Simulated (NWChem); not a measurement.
# HOF (hypofluorous acid): levels of theory compared

We compute a comparison of 6 runs (HF/STO-3G, HF/3-21G, B3LYP/aug-cc-pVTZ, r2SCAN/aug-cc-pVTZ, B3LYP/6-31G*, PBE/aug-cc-pVTZ) of HOF (hypofluorous acid). 

The calculation is run with NWChem 7.3.0.

2 further runs of the same task are left out: 2 set aside as unsound or not needed. Runs told in other sessions of the task aren't counted.

### 1 The system as given

HOF: 3 atoms, total charge 0, spin state singlet. As SMILES, `OF`. Geometry: relaxed at PBE0-D4/def2-TZVP.

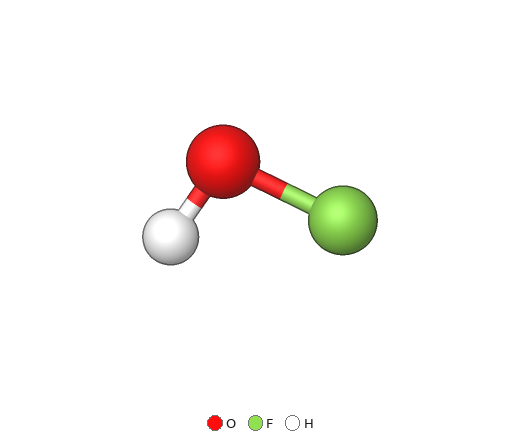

Viewed from a chosen angle; oxygen red, fluorine green, hydrogen white.

### 2 Energy and forces at HF/STO-3G (run 1)

The input, run.py:

```python
from ase import Atoms
from ase.calculators.nwchem import NWChem

atoms = Atoms(['O', 'F', 'H'], positions=[
    [0.430590, -0.210340, 0.216330],
    [-0.221910, 1.014620, -0.010980],
    [-0.208690, -0.804280, -0.205350],
])

calc = NWChem(
    label='mymol',
    theory='scf',
    memory='2200 mb',
    basis='STO-3G',
    basispar='spherical bse',
    scf={'nopen': '0', 'rhf': None, 'thresh': '1e-08', 'maxiter': '80'},
)
atoms.calc = calc

forces = atoms.get_forces()
e = atoms.get_potential_energy()
print(f"E = {e:.6f} eV")
print("forces (eV/A):")
for s, f in zip(atoms.symbols, forces):
    print(f"{s:2s} {f[0]:10.5f} {f[1]:10.5f} {f[2]:10.5f}")
print("dipole (e A):", atoms.get_dipole_moment().round(4))
```

Launch:

```sh
export ASE_NWCHEM_COMMAND="nwchem PREFIX.nwi > PREFIX.nwo"
python run.py
```

Output:

```text
E = -4690.398052 eV
forces (eV/A):
O    -0.24580    4.68728    0.38304
F     1.74974   -3.03354    0.63743
H    -1.50394   -1.65373   -1.02047
dipole (e A): [-0.1947 -0.2004 -0.1306]
```

The calculator wrote mymol.nwi:

```
title "mymol"

permanent_dir mymol

scratch_dir mymol

start mymol

geometry units angstrom nocenter noautosym noautoz
  O  4.3058999999999997e-01 -2.1034000000000000e-01 2.1632999999999999e-01
  F  -2.2191000000000000e-01 1.0146200000000001e+00 -1.0980000000000000e-02
  H  -2.0868999999999999e-01 -8.0427999999999999e-01 -2.0535000000000000e-01
end

memory 2200 mb

basis spherical bse noprint
   * library STO-3G
end

scf
  nopen 0
  rhf
  thresh 1e-08
  maxiter 80
end

task scf gradient
```

mymol.nwo:

```text
Northwest Computational Chemistry Package (NWChem) 7.3.0
             --------------------------------------------------------

           Job information
           ---------------

    nwchem branch   = 7.3.0
    use scalapack   = T
    input           = mymol.nwi
    prefix          = mymol.
    data base       = mymol/mymol.db
    status          = startup
    nproc           =        1

           Memory information
           ------------------

    heap     =     72089596 doubles =      550.0 Mbytes
    stack    =     72089601 doubles =      550.0 Mbytes
    global   =    144179200 doubles =     1100.0 Mbytes (distinct from heap & stack)
    total    =    288358397 doubles =     2200.0 Mbytes
    verify   = yes
    hardfail = no

[... 105 lines left out ...]
 Convergence threshold     :          1.000E-08
[... 12 lines left out ...]
       Final RHF  results
[... 3 lines left out ...]
      One-electron energy =   -309.551992640807
[... 1 line left out ...]
 Nuclear repulsion energy =     34.062703575172
[... 19 lines left out ...]
                       ROHF Final Molecular Orbital Analysis
[... 112 lines left out ...]
                                       mymol

  wavefunction    =   RHF

                         RHF ENERGY GRADIENTS

    atom               coordinates                        gradient
                 x          y          z           x          y          z
   1 O       0.813697  -0.397485   0.408804    0.004780  -0.091153  -0.007449
   2 F      -0.419349   1.917354  -0.020749   -0.034027   0.058993  -0.012396
   3 H      -0.394367  -1.519869  -0.388055    0.029247   0.032160   0.019845

                 ----------------------------------------
                 |  Time  |  1-e(secs)   |  2-e(secs)   |
                 ----------------------------------------
                 |  CPU   |       0.00   |       0.02   |
                 ----------------------------------------
                 |  WALL  |       0.00   |       0.02   |
                 ----------------------------------------

 Task  times  cpu:        0.1s     wall:        0.1s
 Total times  cpu:        0.1s     wall:        0.1s
```

It took 1.1 s on 1 thread of Intel Xeon 6975P-C (Granite Rapids), shared host; peak memory 0.1 GiB.

### 3 Energy and forces at HF/3-21G (run 2)

The input, fho.nw:

```
start fho
title "hypofluorous acid"
memory 2200 mb
geometry units bohr noautosym nocenter noautoz
  O    0.81369717  -0.39748499   0.40880445
  F   -0.41934912   1.91735392  -0.02074919
  H   -0.39436694  -1.51986893  -0.38805526
end
basis spherical bse
  O library 3-21G
  F library 3-21G
  H library 3-21G
end
scf
  thresh 1e-08
  maxiter 80
  print medium
end
task scf gradient
```

Launch:

```sh
nwchem fho.nw > fho.out
```

Output:

```text
[...]
  functions       =    20
[...]
  wavefunction    = RHF
[...]
         Total SCF energy =   -173.799671883351
      One-electron energy =   -309.896577055125
      Two-electron energy =    102.034203974480
 Nuclear repulsion energy =     34.062701197294
        Time for solution =      0.1s
[...]
                         RHF ENERGY GRADIENTS
    atom               coordinates                        gradient
                 x          y          z           x          y          z
   1 O       0.813697  -0.397485   0.408804   -0.016327   0.023860  -0.006441
   2 F      -0.419349   1.917354  -0.020749    0.013930  -0.029228   0.004511
   3 H      -0.394367  -1.519869  -0.388055    0.002397   0.005368   0.001930
[...]
```

Wall time 0.67 s (1 thread of Intel Xeon 6975P-C (Granite Rapids), shared host); peak memory 0.1 GiB.

Runs 3 to 4 aren't shown in full; the table further down has their settings and results.

### 4 Energy and gradient at B3LYP/6-31G(d) (Cartesian functions) (run 5)

The input, fho.nw:

```
echo
start fho
memory 2200 mb

geometry units angstroms noautosym nocenter noautoz
O      0.430590    -0.210340     0.216330
F     -0.221910     1.014620    -0.010980
H     -0.208690    -0.804280    -0.205350
end

basis "ao basis" cartesian
* library 6-31G*
end

dft
xc b3lyp
grid xfine
convergence energy 1e-08
maxiter 100
mulliken
end

task dft gradient
```

Launch:

```sh
nwchem fho.nw > fho.out
```

Output:

```text
[...]
          Wavefunction type:  closed shell.
          No. of atoms     :     3
          No. of electrons :    18
[...]
          Charge           :     0
          Spin multiplicity:     1
[...]
          AO basis - number of functions:    32
[...]
              XC Information
              --------------
                         B3LYP Method XC Potential
                     Hartree-Fock (Exact) Exchange  0.200
                        Slater Exchange Functional  0.800 local
                    Becke 1988 Exchange Functional  0.720 non-local
              Lee-Yang-Parr Correlation Functional  0.810
                  VWN I RPA Correlation Functional  0.190 local
[...]
 d= 0,ls=0.0,diis     1   -175.4904099483 -2.10D+02  1.81D-02  3.54D-01     0.4
[...]
 d= 0,ls=0.0,diis     8   -175.5219606353  9.63D-10  2.71D-06  2.89D-08     2.1
         Total DFT energy =     -175.521960635324
      One electron energy =     -311.186961303618
           Coulomb energy =      120.945451000153
    Exchange-Corr. energy =      -19.343153907031
 Nuclear repulsion energy =       34.062703575172
[...]
      Total Density - Mulliken Population Analysis
     ---------------------------------------------
    Atom       Charge   Shell Charges
 -----------   ------   -------------------------------------------------------
    1 O    8     8.27   1.99  0.96  2.78  0.93  1.55  0.05
    2 F    9     9.16   1.99  0.97  3.24  0.97  1.92  0.07
    3 H    1     0.57   0.48  0.09
[...]
  wavefunction    = closed shell
                         DFT ENERGY GRADIENTS
    atom               coordinates                        gradient
                 x          y          z           x          y          z
   1 O       0.813697  -0.397485   0.408804   -0.014040   0.011420  -0.006548
   2 F      -0.419349   1.917354  -0.020749    0.008710  -0.015335   0.003147
   3 H      -0.394367  -1.519869  -0.388055    0.005330   0.003914   0.003401
[...]
```

Wall time 3.3 s (1 thread of Intel Xeon 6975P-C (Granite Rapids), shared host); peak memory 0.12 GiB.

### 5 Energy and gradient at PBE/aug-cc-pVTZ (run 6)

The input, nw.xyz:

```xyz
3

O      0.430590    -0.210340     0.216330
F     -0.221910     1.014620    -0.010980
H     -0.208690    -0.804280    -0.205350
```

The input, run.py:

```python
from ase.io import read
from ase.calculators.nwchem import NWChem

mol = read('nw.xyz')

calc = NWChem(
    label='nw',
    theory='dft',
    memory='2200 mb',
    basis='aug-cc-pVTZ',
    basispar='spherical bse',
    dft={'xc': 'xpbe96 cpbe96', 'mult': '1', 'grid': 'fine', 'convergence': 'energy 1e-08', 'iterations': '100', 'mulliken': None},
)
mol.calc = calc

forces = mol.get_forces()
print(f"energy = {mol.get_potential_energy():.6f} eV")
print("forces (eV/A):")
for s, f in zip(mol.symbols, forces):
    print(f"{s:2s} {f[0]:10.5f} {f[1]:10.5f} {f[2]:10.5f}")
print("dipole (e A):", mol.get_dipole_moment().round(4))
```

Launch:

```sh
export ASE_NWCHEM_COMMAND="nwchem PREFIX.nwi > PREFIX.nwo"
python run.py
```

Output:

```text
energy = -4774.150977 eV
forces (eV/A):
O     0.91876   -0.75755    0.42737
F    -0.57433    1.11288   -0.19623
H    -0.34443   -0.35533   -0.23109
dipole (e A): [-0.1733 -0.3096 -0.1308]
```

The calculator wrote nw.nwi:

```
title "nw"

permanent_dir nw

scratch_dir nw

start nw

geometry units angstrom nocenter noautosym noautoz
  O  4.3058999999999997e-01 -2.1034000000000000e-01 2.1632999999999999e-01
  F  -2.2191000000000000e-01 1.0146200000000001e+00 -1.0980000000000000e-02
  H  -2.0868999999999999e-01 -8.0427999999999999e-01 -2.0535000000000000e-01
end

memory 2200 mb

basis spherical bse noprint
   * library aug-cc-pVTZ
end

dft
  xc xpbe96 cpbe96
  mult 1
  grid fine
  convergence energy 1e-08
  iterations 100
  mulliken
end

task dft gradient
```

nw.nwo:

```text
Northwest Computational Chemistry Package (NWChem) 7.3.0
             --------------------------------------------------------

           Job information
           ---------------

    nwchem branch   = 7.3.0
    use scalapack   = T
    input           = nw.nwi
    prefix          = nw.
    data base       = nw/nw.db
    status          = startup
    nproc           =        1

           Memory information
           ------------------

    heap     =     72089596 doubles =      550.0 Mbytes
    stack    =     72089601 doubles =      550.0 Mbytes
    global   =    144179200 doubles =     1100.0 Mbytes (distinct from heap & stack)
    total    =    288358397 doubles =     2200.0 Mbytes
    verify   = yes
    hardfail = no

[... 78 lines left out ...]
  convergence criterion.
[... 37 lines left out ...]
          Spatial weights used:  Erf1
[... 72 lines left out ...]
         Total DFT energy =     -175.446813783870
[... 3 lines left out ...]
 Nuclear repulsion energy =       34.062703575172
[... 871 lines left out ...]
          Convergence on gradient requested:  5.00D-04
[... 24 lines left out ...]
          total energy or number of iterations.
[... 21 lines left out ...]
                                        nw

  charge          =   0.00
  wavefunction    = closed shell

                         DFT ENERGY GRADIENTS

    atom               coordinates                        gradient
                 x          y          z           x          y          z
   1 O       0.813697  -0.397485   0.408804   -0.017867   0.014732  -0.008311
   2 F      -0.419349   1.917354  -0.020749    0.011169  -0.021642   0.003816
   3 H      -0.394367  -1.519869  -0.388055    0.006698   0.006910   0.004494

                 ----------------------------------------
                 |  Time  |  1-e(secs)   |  2-e(secs)   |
                 ----------------------------------------
                 |  CPU   |       0.01   |      13.11   |
                 ----------------------------------------
                 |  WALL  |       0.01   |      13.11   |
                 ----------------------------------------

 Task  times  cpu:       30.1s     wall:       30.1s
 Total times  cpu:       30.2s     wall:       30.2s
```

Run time: 32 s. Hardware: 1 thread of Intel Xeon 6975P-C (Granite Rapids), shared host; peak memory 0.13 GiB.

### 6 All runs side by side

```csv
run,level,iteration cap,module,energy (Eh),dipole moment (D),HOMO energy (eV),LUMO energy (eV),wall time
1,HF/STO-3G,80,scf,-172.368951,1.48,-10.69,11.78,1.1 s
2,HF/3-21G,80,scf,-173.799672,2.39,-14.13,5.86,0.67 s
3,B3LYP/aug-cc-pVTZ,100,dft,-175.612800,–,–,–,25 s
4,r2SCAN/aug-cc-pVTZ,100,dft,-175.532816,–,–,–,30 s
5,B3LYP/6-31G* (Cartesian functions),100,dft,-175.521961,1.97,-8.26,-0.66,3.3 s
6,PBE/aug-cc-pVTZ,100,dft,-175.446814,1.82,-7.20,-2.86,32 s
```

### 7 Summary of results

| quantity | value |
| --- | --- |
| run 6: total energy | -175.44681 Eh |
| run 6: dipole moment | 1.82 D |
| run 6: HOMO energy | -7.20 eV |
| run 6: LUMO energy | -2.86 eV |
| run 6: HOMO–LUMO gap | 4.34 eV |
| run 6: largest force on an atom | 1.268 eV/Å |

**Reading.** Over runs 1, 2, 5, 6 the dipole moment (its size) runs from 1.48 D (HF/STO-3G) to 2.39 D (HF/3-21G). Over runs 1, 2, 5, 6 the HOMO–LUMO gap runs from 4.34 eV (PBE/aug-cc-pVTZ) to 22.47 eV (HF/STO-3G). The two ends differ in method and basis. Totals of different functionals can't be ranked against each other. In run 1 the basis is minimal, so the values are rough. All runs together took 92 s, the longest 32 s.
